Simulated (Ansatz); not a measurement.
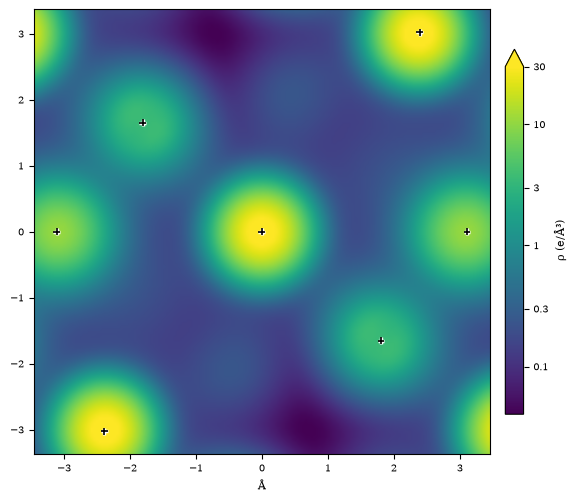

The valence pseudo-density on a plane through atoms (crosses mark nuclei in the plane).

These are results of DFT, PBEsol, plane waves, PAW (Ansatz), not measurements.

Candidates:
A. Tl3SbO4, a = 5.72 Å, b = 5.72 Å, c = 10.91 Å, α = 90.00°, β = 90.00°, γ = 90.00°. Space group I-42m; a structure from a database of computed crystals, not necessarily the ambient phase; started from the Li3SbS4-121 prototype, which need not be the ambient phase.
B. Hf2PbN4, a = 5.45 Å, b = 5.45 Å, c = 2.99 Å, α = 90.00°, β = 90.00°, γ = 90.00°. Space group P4/mmm; a structure from a database of computed crystals, not necessarily the ambient phase; started from the K2PdCl4-123 prototype, which need not be the ambient phase.

Which system is this?

Candidate B: Hf2PbN4 on the (111) plane of the conventional cell, which holds Hf, Pb and N. Pb–N (2.10 Å): ρ is about 0.79 e/Å³ halfway. Hf–N (2.45 Å): ρ is about 0.37 e/Å³ halfway.
